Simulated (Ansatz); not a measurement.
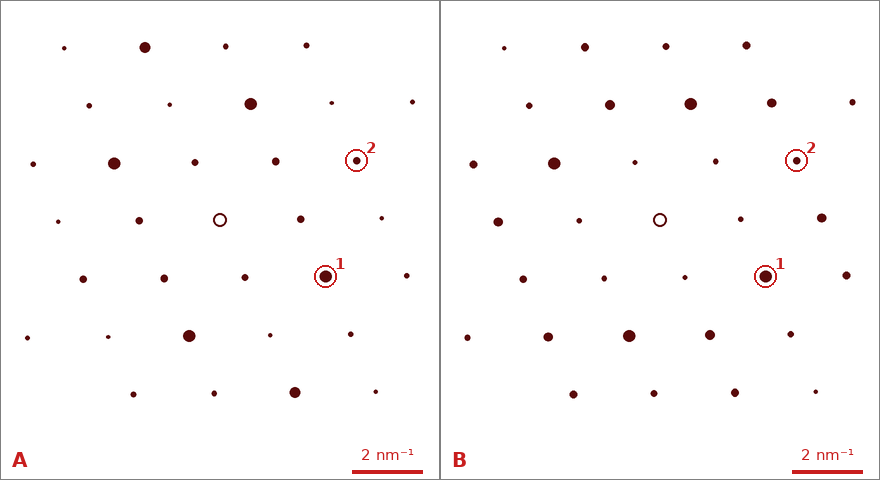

Kinematic electron diffraction patterns (120 kV, B = 0.5 Å², same scale) along [111] of the run's own cell, for the start and the end of one relaxation of SiSb3 with Ansatz, DFT, PAW plane waves, pbe. k mesh 6×6×5. The start is a generated model structure, and the relaxation ends in the nearest stationary point of its symmetry, not necessarily the ground state. Spot 1 is -2 1 1 and spot 2 is -1 -1 2 in both.

Start structure:

```
Sb Si
1.0
     6.36134    0.00000    0.00000
    -3.18067    5.50908    0.00000
     0.00000    0.00000    6.77937
Sb Si
6 2
Direct
  0.03000 0.37000 0.25000
  0.66000 0.03000 0.75000
  0.63000 0.66000 0.25000
  0.97000 0.63000 0.75000
  0.34000 0.97000 0.25000
  0.37000 0.34000 0.75000
  0.33330 0.66670 0.25000
  0.66660 0.33330 0.75000
```

Which pattern belongs to the start structure, and which to the relaxed one?

Answer. A is the start: its cell gives d(1) = 2.880 Å, d(2) = 2.319 Å and an angle of 51.6°. The spot positions hardly differ, so the intensities decide: those computed from the start structure match A, and B is the relaxed structure.

Name reflections whose intensity changes strongly on relaxation.

Answer. 2 -2 0 goes from 0.73 to 50 % of the strongest spot; 0 2 -2 goes from 0.55 to 31 % of the strongest spot; 0 1 -1 goes from 14 to 2.7 % of the strongest spot.

What did the relaxation do to the structure and the energy?

Answer. The cell was held fixed; with the mean shift removed, the atoms moved by up to 0.78 Å relative to the cell (Sb most); the space group stayed P6_3/m (No. 176); the free energy fell by 3100 meV an atom.
